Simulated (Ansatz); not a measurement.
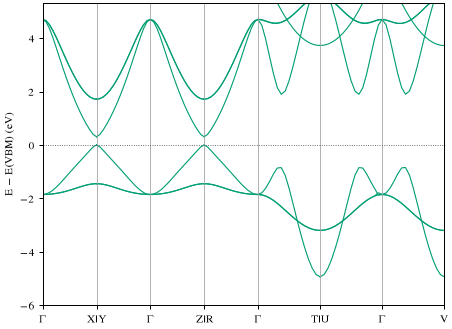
Figure: Band structure from the program Ansatz at the PBE+D3(BJ) level (PAW)

**Question.** Read off the gap and where the band edges lie.

**Answer.** About 0.3 eV (0.31 eV by a search for the band edges); maximum at X, minimum at R.

The material is PbSe (rock salt, Fm-3m).

The cell was relaxed with PBE+D3(BJ) under the symmetry of its start; of distortions, only those at the zone centre were tested. Scalar-relativistic: spin–orbit coupling is off unless named, which matters more the heavier the elements.

Potentials: the later of the program's two PAW sets.
